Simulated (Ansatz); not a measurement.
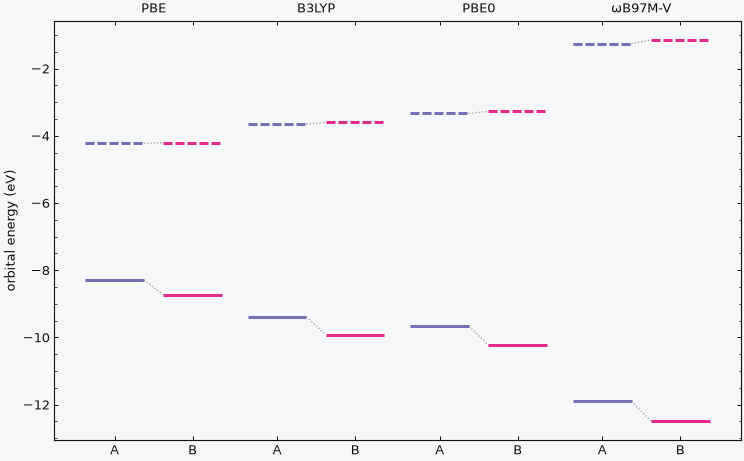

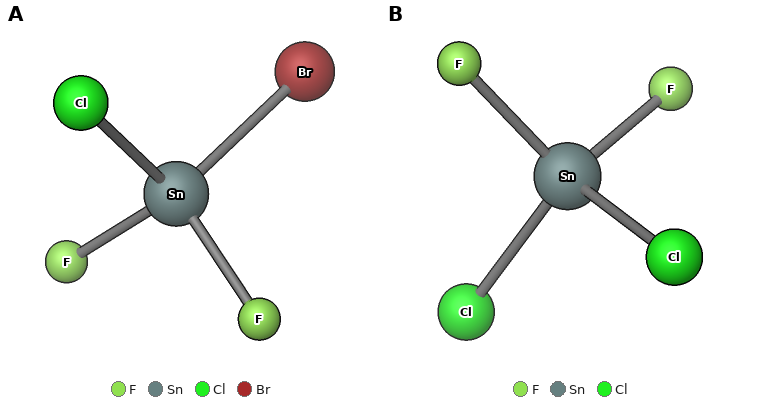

One change: A, SnBrClF₂ (SMILES [F][Sn]([F])([Cl])[Br]), becomes B, SnCl₂F₂ (SMILES [F][Sn]([F])([Cl])[Cl]). Br on Sn is replaced by Cl. HOMO (solid) and LUMO (dashed) computed in def2-TZVPP at PBE0-D4/def2-TZVP geometries, both minima by their frequencies, gas phase, the Ansatz code 0.2.0.

What does the change do to HOMO and LUMO?

Answer. PBE: the HOMO falls by 0.43 eV, the LUMO rises by 0.02 eV, and the separation goes from 4.07 to 4.53 eV. B3LYP: the HOMO falls by 0.54 eV, the LUMO rises by 0.05 eV, and the separation goes from 5.73 to 6.32 eV. PBE0: the HOMO falls by 0.56 eV, the LUMO rises by 0.06 eV, and the separation goes from 6.34 to 6.95 eV. ωB97M-V: the HOMO falls by 0.59 eV, the LUMO rises by 0.11 eV, and the separation goes from 10.64 to 11.35 eV.

Do the functionals agree on the effect?

Answer. They agree on the direction for both levels; the HOMO shift lies between −0.59 and −0.43 eV and the LUMO shift between 0.02 and 0.11 eV, while the separations themselves differ by up to 6.8 eV between functionals.

Known limits of this run: core potentials past krypton; spin-orbit coupling is left out, and with Sn it can shift these values.
